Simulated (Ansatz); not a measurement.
**CH₇NOSi: geometry and vibrations**

The task is to find a stationary geometry of CH₇NOSi, check the end point by its vibrations and derive ideal-gas thermochemistry.

Method: RKS PBE0-D4/def2-TZVP; program: Ansatz 0.2.0, Gaussian basis.

Plan: relaxation at PBE-D4/def2-SVP; relaxation at PBE0-D4/def2-TZVP; harmonic vibrations at the same level.

1 further run of the same task is left out (set aside as unsound or not needed).

## (1) Starting geometry

SMILES `NC[SiH2]O`, 11 atoms, charge 0, spin multiplicity 1.

Atoms are counted from 1 here; the program's logs count them from 0.

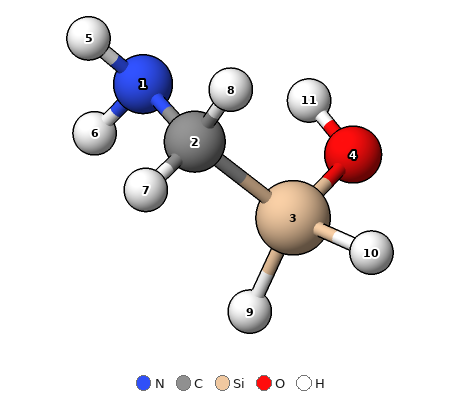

Start geometry, drawn with nitrogen blue, carbon grey, silicon light orange, oxygen red, hydrogen white; atoms are numbered from 1 in the order of the file.

Coordinates:

```mol
CH7NOSi
  3D, bonds by distance, orders not assigned

 11 10  0  0  0  0  0  0  0  0999 V2000
   -0.9875    0.0427   -1.0967 N   0  0
    0.2633    0.5540   -0.6089 C   0  0
    0.6140   -0.1913    1.0659 Si  0  0
    0.2683   -1.7849    1.1140 O   0  0
   -1.1722    0.4395   -2.0723 H   0  0
   -1.7853    0.5192   -0.5520 H   0  0
    0.3032    1.6521   -0.5508 H   0  0
    1.0814    0.2630   -1.3215 H   0  0
   -0.1345    0.5379    2.1587 H   0  0
    2.0911   -0.0715    1.4250 H   0  0
   -0.4763   -2.0176    0.4594 H   0  0
  1  2  8  0
  2  3  8  0
  3  4  8  0
  1  5  8  0
  1  6  8  0
  2  7  8  0
  2  8  8  0
  3  9  8  0
  3 10  8  0
  4 11  8  0
M  END
```

The start is a force-field geometry with small random shifts, so a cheaper pass at PBE-D4/def2-SVP comes first.

## (2) Optimising with PBE-D4/def2-SVP (cheap first pass)

in.yaml reads:

```yaml
crystal:
  periodic: [false, false, false]
  atoms:
    - {symbol: N, position_ang: [-0.987500, 0.042700, -1.096700]}
    - {symbol: C, position_ang: [0.263300, 0.554000, -0.608900]}
    - {symbol: Si, position_ang: [0.614000, -0.191300, 1.065900]}
    - {symbol: O, position_ang: [0.268300, -1.784900, 1.114000]}
    - {symbol: H, position_ang: [-1.172200, 0.439500, -2.072300]}
    - {symbol: H, position_ang: [-1.785300, 0.519200, -0.552000]}
    - {symbol: H, position_ang: [0.303200, 1.652100, -0.550800]}
    - {symbol: H, position_ang: [1.081400, 0.263000, -1.321500]}
    - {symbol: H, position_ang: [-0.134500, 0.537900, 2.158700]}
    - {symbol: H, position_ang: [2.091100, -0.071500, 1.425000]}
    - {symbol: H, position_ang: [-0.476300, -2.017600, 0.459400]}
basis:
  gaussian: {orbitals: def2-SVP}
hamiltonian: {xc: pbe, dispersion: d4}
relax: {f_tol: 0.03, max_steps: 200}
```

The run is started by

```console
$ ansatz run in.yaml --threads 2 --pin off --events-out ev --progress --plain --max-ram 4352MiB
```

Standard output, cut to the lines that bear on the results:

```text
Functional definition: PBE
  name "PBE"
  cite "Perdew, Burke & Ernzerhof, Phys. Rev. Lett. 77, 3865 (1996) doi:10.1103/PhysRevLett.77.3865"
  parent pbe
[...]
1075 factors; their error is unknown
[...]
mean field -12550.47005897 eV, -461.2212676532 hartree, gradient 6.1e-5 eV, S^2 0.000000; 0 other end points of the search recorded, 0 dependent functions left out
[...]
reference -12550.47009541 eV, -461.2212689921 hartree; 21, 21 occupied and 74, 74 virtual orbitals, 1075 factors
relax step   1: F+E_penalty+E_count = -12550.66292793 eV  Δ(F+E_penalty+E_count) = +0.000e0 eV  max|allowed force component| = 2.704e0 eV/Å  Δτ_max = 0.0000 Å  (28 SCF iters, accepted)
[...]
relax step   3: F+E_penalty+E_count = -12550.94518659 eV  Δ(F+E_penalty+E_count) = -5.440e-2 eV  max|allowed force component| = 2.070e-1 eV/Å  Δτ_max = 0.1251 Å  (29 SCF iters, accepted)
[...]
relax step   5: F+E_penalty+E_count = -12550.96838145 eV  Δ(F+E_penalty+E_count) = -1.132e-2 eV  max|allowed force component| = 1.674e-1 eV/Å  Δτ_max = 0.1390 Å  (27 SCF iters, accepted)
[...]
relax step   7: F+E_penalty+E_count = -12550.97540090 eV  Δ(F+E_penalty+E_count) = -2.666e-3 eV  max|allowed force component| = 4.313e-2 eV/Å  Δτ_max = 0.0463 Å  (29 SCF iters, accepted)
[...]
relax step   9: F+E_penalty+E_count = -12550.97733980 eV  Δ(F+E_penalty+E_count) = -6.760e-4 eV  max|allowed force component| = 4.909e-2 eV/Å  Δτ_max = 0.0252 Å  (29 SCF iters, accepted)
[...]
relax step  10: F+E_penalty+E_count = -12550.97751730 eV  Δ(F+E_penalty+E_count) = -1.775e-4 eV  max|allowed force component| = 2.362e-2 eV/Å  Δτ_max = 0.0060 Å  (30 SCF iters, accepted)
1075 factors; their error is unknown
[...]
mean field -12550.78118675 eV, -461.2327013881 hartree, gradient 2.3e-5 eV, S^2 0.000000; 1 other end points of the search recorded, 0 dependent functions left out
[...]
reference -12550.78122265 eV, -461.2327027072 hartree; 21, 21 occupied and 74, 74 virtual orbitals, 1075 factors
Total energy: -12550.97755319 eV, -461.2399177218 hartree
Atom 0 at    -0.967998    -0.054882    -1.010164 Å, force    -0.003398     0.005901     0.004679 eV/Å
Atom 1 at     0.266160     0.616903    -0.551349 Å, force    -0.011744     0.006408    -0.005425 eV/Å
Atom 2 at     0.672230    -0.169489     1.155047 Å, force     0.006886    -0.023620    -0.003169 eV/Å
Atom 3 at     0.027034    -1.708847     0.974648 Å, force     0.004063     0.020461     0.002190 eV/Å
Atom 4 at    -1.095153     0.041338    -2.025330 Å, force    -0.001955     0.000564    -0.001656 eV/Å
Atom 5 at    -1.795333     0.376813    -0.577298 Å, force     0.009240    -0.003275    -0.005274 eV/Å
Atom 6 at     0.233221     1.732500    -0.555089 Å, force     0.000708    -0.007990     0.001311 eV/Å
Atom 7 at     1.090981     0.326756    -1.237248 Å, force    -0.002748     0.000398     0.007694 eV/Å
Atom 8 at     0.018502     0.604945     2.275409 Å, force     0.001717     0.000581    -0.005362 eV/Å
Atom 9 at     2.153721    -0.209009     1.412738 Å, force    -0.002626     0.002295     0.005382 eV/Å
Atom 10 at    -0.537865    -1.613927     0.159436 Å, force    -0.000144    -0.001723    -0.000369 eV/Å
Dipole moment:    -0.227066     0.480082    -0.520267 e Å
```

Wall time 17 s (2 threads of Arm Neoverse V2, shared host).

The steps of the relaxation:

| step | energy from step 1 (eV) | largest force component (eV/Å) |
| --- | --- | --- |
| 1 | 0.0000 | 2.7041 |
| 2 | -0.2279 | 0.9600 |
| 3 | -0.2823 | 0.2070 |
| 4 | -0.2941 | 0.1704 |
| 5 | -0.3055 | 0.1674 |
| 6 | -0.3098 | 0.0623 |
| 7 | -0.3125 | 0.0431 |
| 8 | -0.3137 | 0.1120 |
| 9 | -0.3144 | 0.0491 |
| 10 | -0.3146 | 0.0236 |

Distances of close pairs at the start and the end, largest changes first:

| bond | before (Å) | after (Å) | change (Å) |
| --- | --- | --- | --- |
| C2–Si3 | 1.866 | 1.922 | +0.056 |
| N1–H6 | 1.077 | 1.029 | -0.048 |
| Si3–O4 | 1.631 | 1.679 | +0.047 |
| N1–H5 | 1.069 | 1.028 | -0.042 |
| N1–C2 | 1.437 | 1.478 | +0.042 |
| O4–H11 | 1.018 | 0.996 | -0.022 |
| Si3–H10 | 1.525 | 1.504 | -0.021 |
| C2–H7 | 1.100 | 1.116 | +0.016 |

## (3) Geometry optimisation, PBE0-D4/def2-TZVP

in.yaml reads:

```yaml
crystal:
  periodic: [false, false, false]
  atoms:
    - {symbol: N, position_ang: [-0.967998, -0.054882, -1.010164]}
    - {symbol: C, position_ang: [0.266160, 0.616903, -0.551349]}
    - {symbol: Si, position_ang: [0.672230, -0.169489, 1.155047]}
    - {symbol: O, position_ang: [0.027034, -1.708847, 0.974648]}
    - {symbol: H, position_ang: [-1.095153, 0.041338, -2.025330]}
    - {symbol: H, position_ang: [-1.795333, 0.376813, -0.577298]}
    - {symbol: H, position_ang: [0.233221, 1.732500, -0.555089]}
    - {symbol: H, position_ang: [1.090981, 0.326756, -1.237248]}
    - {symbol: H, position_ang: [0.018502, 0.604945, 2.275409]}
    - {symbol: H, position_ang: [2.153721, -0.209009, 1.412738]}
    - {symbol: H, position_ang: [-0.537865, -1.613927, 0.159436]}
basis:
  gaussian: {orbitals: def2-TZVP}
hamiltonian: {xc: pbe0, dispersion: d4}
relax: {f_tol: 0.005, max_steps: 150}
```

Launched as before.

Standard output, cut to the lines that bear on the results:

```text
Functional definition: PBE0
  name "PBE0"
  cite "Adamo & Barone, J. Chem. Phys. 110, 6158 (1999) doi:10.1063/1.478522"
  cite "Perdew, Burke & Ernzerhof, Phys. Rev. Lett. 77, 3865 (1996) doi:10.1103/PhysRevLett.77.3865"
  parent pbe
[...]
1062 factors; their error is unknown
[...]
mean field -12560.32546336 eV, -461.5834470841 hartree, gradient 1.6e-5 eV, S^2 0.000000; 0 other end points of the search recorded, 0 dependent functions left out
[...]
reference -12560.32549400 eV, -461.5834482101 hartree; 21, 21 occupied and 151, 151 virtual orbitals, 1062 factors
relax step   1: F+E_penalty+E_count = -12560.48943677 eV  Δ(F+E_penalty+E_count) = +0.000e0 eV  max|allowed force component| = 1.058e0 eV/Å  Δτ_max = 0.0000 Å  (27 SCF iters, accepted)
[...]
Atom 1 at     0.295239     0.573771    -0.600142 Å, force    -0.001501    -0.001322     0.001205 eV/Å
Atom 2 at     0.634668    -0.169124     1.096008 Å, force     0.002648     0.000178    -0.001880 eV/Å
Atom 3 at     0.255932    -1.767556     0.988200 Å, force    -0.003423    -0.001764    -0.002461 eV/Å
Atom 4 at    -1.207945     0.273396    -1.985512 Å, force    -0.000062    -0.000091    -0.000176 eV/Å
Atom 5 at    -1.757438     0.548626    -0.479848 Å, force    -0.000237    -0.000127    -0.000345 eV/Å
Atom 6 at     0.414301     1.666084    -0.628440 Å, force    -0.000104     0.001638    -0.000588 eV/Å
Atom 7 at     1.039699     0.157018    -1.286333 Å, force     0.000666     0.000148     0.000839 eV/Å
Atom 8 at    -0.218522     0.522316     2.107642 Å, force     0.000191     0.000578    -0.000564 eV/Å
Atom 9 at     2.056493    -0.039950     1.503590 Å, force    -0.000020     0.000241     0.001257 eV/Å
Atom 10 at    -0.419367    -1.906897     0.313086 Å, force     0.002297    -0.000102     0.002497 eV/Å
Dipole moment:    -0.223001     0.409064    -0.418912 e Å
```

Wall time 44 s (2 threads of Arm Neoverse V2, shared host); peak memory 0.37 GiB.

Step by step:

| step | energy from step 1 (eV) | largest force component (eV/Å) |
| --- | --- | --- |
| 1 | 0.0000 | 1.0576 |
| 2 | -0.0565 | 0.6589 |
| 3 | -0.0745 | 0.2042 |
| 4 | -0.0762 | 0.1949 |
| 5 | -0.0849 | 0.1002 |
| 6 | -0.0866 | 0.0541 |
| 7 | -0.0892 | 0.0521 |
| 8 | -0.0901 | 0.0808 |
| 9 | -0.0907 | 0.0710 |
| 10 | -0.0910 | 0.0460 |
| 11 | -0.0910 | 0.0259 |
| 12 | -0.0911 | 0.0077 |
| 13 | -0.0911 | 0.0034 |

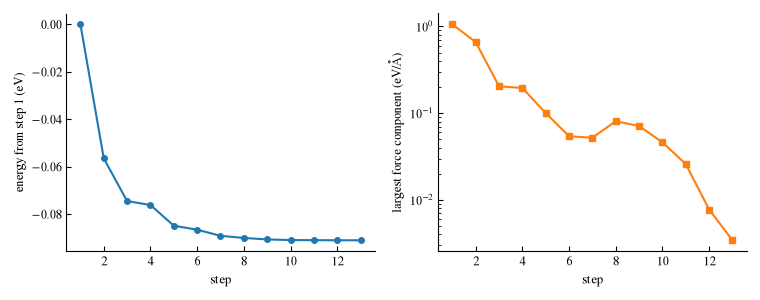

Energy and force, step by step.

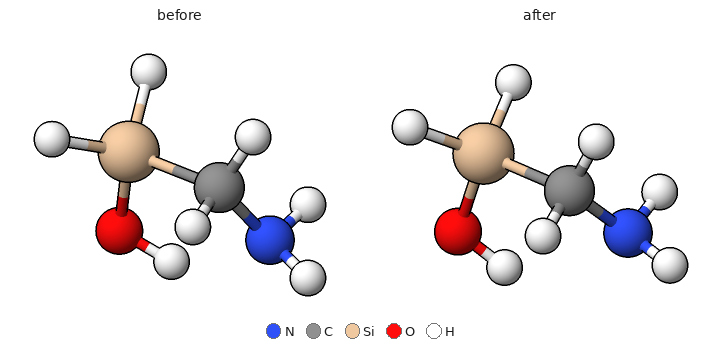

Before and after, at one scale.

Close pairs (by a distance rule), those that changed most:

| bond | before (Å) | after (Å) | change (Å) |
| --- | --- | --- | --- |
| C2–Si3 | 1.922 | 1.883 | -0.040 |
| Si3–O4 | 1.679 | 1.646 | -0.033 |
| O4–H11 | 0.996 | 0.965 | -0.031 |
| Si3–H10 | 1.504 | 1.485 | -0.020 |
| Si3–H9 | 1.511 | 1.493 | -0.018 |
| C2–H7 | 1.116 | 1.099 | -0.017 |
| C2–H8 | 1.111 | 1.095 | -0.016 |
| N1–H6 | 1.029 | 1.013 | -0.016 |

Mulliken charges of the relaxed molecule (report file):

| atom | value (e) |
| --- | --- |
| N1 | -0.55 |
| C2 | -0.27 |
| Si3 | 0.43 |
| O4 | -0.53 |
| H5 | 0.23 |
| H6 | 0.23 |
| H7 | 0.11 |
| H8 | 0.13 |
| H9 | -0.07 |
| H10 | -0.05 |
| H11 | 0.33 |

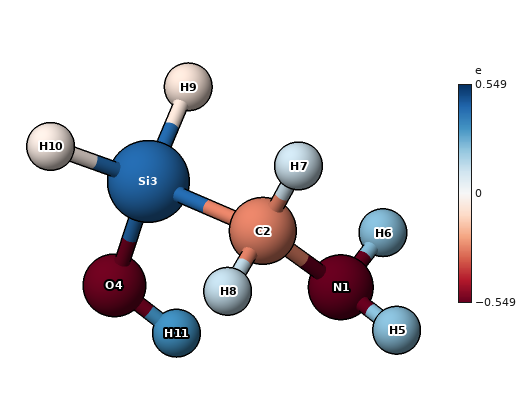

Mulliken charges of the relaxed molecule (report file), as colours on the atoms.

## (4) Harmonic vibrations

in.yaml reads:

```yaml
crystal:
  periodic: [false, false, false]
  atoms:
    - {symbol: N, position_ang: [-1.027561, 0.085417, -1.007451]}
    - {symbol: C, position_ang: [0.295239, 0.573771, -0.600142]}
    - {symbol: Si, position_ang: [0.634668, -0.169124, 1.096008]}
    - {symbol: O, position_ang: [0.255932, -1.767556, 0.988200]}
    - {symbol: H, position_ang: [-1.207945, 0.273396, -1.985512]}
    - {symbol: H, position_ang: [-1.757438, 0.548626, -0.479848]}
    - {symbol: H, position_ang: [0.414301, 1.666084, -0.628440]}
    - {symbol: H, position_ang: [1.039699, 0.157018, -1.286333]}
    - {symbol: H, position_ang: [-0.218522, 0.522316, 2.107642]}
    - {symbol: H, position_ang: [2.056493, -0.039950, 1.503590]}
    - {symbol: H, position_ang: [-0.419367, -1.906897, 0.313086]}
basis:
  gaussian: {orbitals: def2-TZVP}
hamiltonian: {xc: pbe0, dispersion: d4}
phonons: {temperatures: {t_min: 298.15, t_max: 900, t_step: 200}}
```

The command is unchanged.

Standard output, cut to the lines that bear on the results:

```text
Functional definition: PBE0
  name "PBE0"
  cite "Adamo & Barone, J. Chem. Phys. 110, 6158 (1999) doi:10.1063/1.478522"
  cite "Perdew, Burke & Ernzerhof, Phys. Rev. Lett. 77, 3865 (1996) doi:10.1103/PhysRevLett.77.3865"
  parent pbe
[...]
1062 factors; their error is unknown
[...]
mean field -12560.41723344 eV, -461.5868195723 hartree, gradient 1.1e-5 eV, S^2 0.000000; 0 other end points of the search recorded, 0 dependent functions left out
[...]
reference -12560.41726351 eV, -461.5868206774 hartree; 21, 21 occupied and 151, 151 virtual orbitals, 1062 factors
[...]
1062 factors; their error is unknown
mean field -12560.41705736 eV, -461.5868131016 hartree, gradient 1.4e-6 eV, S^2 0.000000; 0 other end points of the search recorded, 0 dependent functions left out
[...]
reference -12560.41708743 eV, -461.5868142066 hartree; 21, 21 occupied and 151, 151 virtual orbitals, 1062 factors
[...]
Atom 4 at    -1.207945     0.273396    -1.985512 Å, force    -0.000114    -0.000086    -0.000198 eV/Å
Atom 5 at    -1.757438     0.548626    -0.479848 Å, force    -0.000247    -0.000131    -0.000323 eV/Å
Atom 6 at     0.414301     1.666084    -0.628440 Å, force    -0.000078     0.001679    -0.000636 eV/Å
Atom 7 at     1.039699     0.157018    -1.286333 Å, force     0.000675     0.000166     0.000852 eV/Å
Atom 8 at    -0.218522     0.522316     2.107642 Å, force     0.000177     0.000605    -0.000621 eV/Å
Atom 9 at     2.056493    -0.039950     1.503590 Å, force    -0.000028     0.000238     0.001264 eV/Å
Atom 10 at    -0.419367    -1.906897     0.313086 Å, force     0.002282    -0.000176     0.002538 eV/Å
Dipole moment:    -0.223000     0.409065    -0.418912 e Å
Vibrations: 73.94 183.77 266.75 319.70 471.30 554.12 663.80 718.84 776.47 839.60 886.43 932.38 965.53 983.33 1065.33 1094.60 1253.36 1344.21 1466.05 1659.27 2184.94 2233.99 3000.49 3080.17 3521.99 3601.93 3817.03 cm⁻¹, zero-point energy 2.353179 eV
```

Run time: 2.5 min. Hardware: 2 threads of Arm Neoverse V2, shared host; peak memory 0.38 GiB.

Motions are named by where the mode's potential energy lies. The modes, unscaled (a negative number is an imaginary wavenumber):

| mode | cm⁻¹ | motion |
| --- | --- | --- |
| 1 | 74 | torsion |
| 2 | 184 | bend |
| 3 | 267 | torsion |
| 4 | 320 | bend with torsion |
| 5 | 471 | torsion |
| 6 | 554 | bend with torsion |
| 7 | 664 | Si–C stretch |
| 8 | 719 | bend with torsion |
| 9 | 776 | bend with torsion |
| 10 | 840 | bend with torsion |
| 11 | 886 | Si–O stretch with torsion |
| 12 | 932 | bend with torsion |
| 13 | 966 | bend with torsion |
| 14 | 983 | bend with torsion |
| 15 | 1065 | C–N stretch |
| 16 | 1095 | bend |
| 17 | 1253 | bend |
| 18 | 1344 | bend |
| 19 | 1466 | bend |
| 20 | 1659 | bend |
| 21 | 2185 | Si–H stretch |
| 22 | 2234 | Si–H stretch |
| 23 | 3000 | C–H stretch |
| 24 | 3080 | C–H stretch |
| 25 | 3522 | N–H stretch |
| 26 | 3602 | N–H stretch |
| 27 | 3817 | O–H stretch |

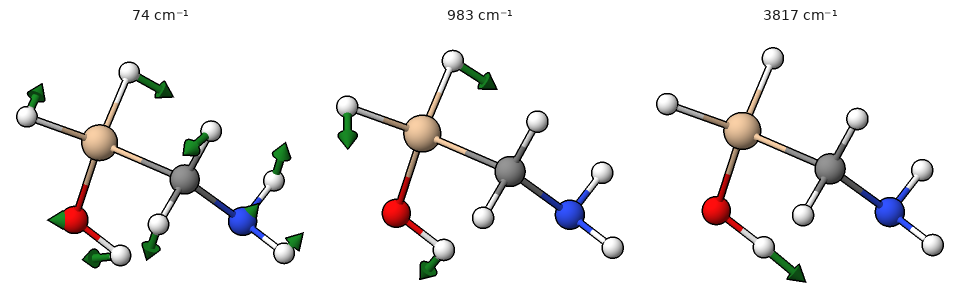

Displacements of 3 modes, as arrows.

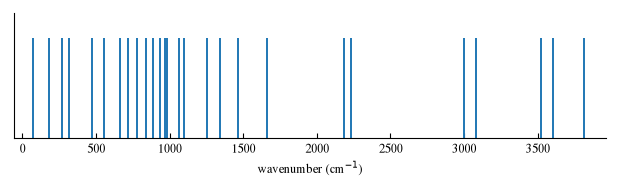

The harmonic wavenumbers as sticks (no intensities were computed).

From these modes and the moments of inertia (298.15 K, 1 bar, symmetry number 1):

| term | value |
| --- | --- |
| zero-point energy | 227.0 kJ/mol |
| H(298) − E | 245.7 kJ/mol |
| entropy, translation | 163.1 J/(mol K) |
| entropy, rotation | 105.9 J/(mol K) |
| entropy, vibration | 51.3 J/(mol K) |
| entropy, total | 320.3 J/(mol K) |

## (5) Summary of results

| quantity | value |
| --- | --- |
| point group | C1 |
| steps | 10 + 13 |
| shift from the start (rms) | 0.121 Å |
| total energy | -12560.5805 eV |
| dispersion term | -163 meV |
| dipole moment | 3.01 D |
| lowest, highest wavenumber | 74, 3817 cm⁻¹ |
| zero-point energy | 227.0 kJ/mol |
| entropy at 298.15 K | 320.3 J/(mol K) |

**Reading.** The atoms moved 0.12 Å (rms) from the start; the bond that changed most is N1–H6, from 1.077 to 1.013 Å. No mode is imaginary: a true minimum at this level. The stiffest mode, 3817 cm⁻¹, is an O–H stretch, and 2 modes under 200 cm⁻¹ make the vibrational entropy uncertain. Harmonic hybrid wavenumbers usually lie a few per cent above measured fundamentals. The largest Mulliken charge, -0.55 e, sits on N1.
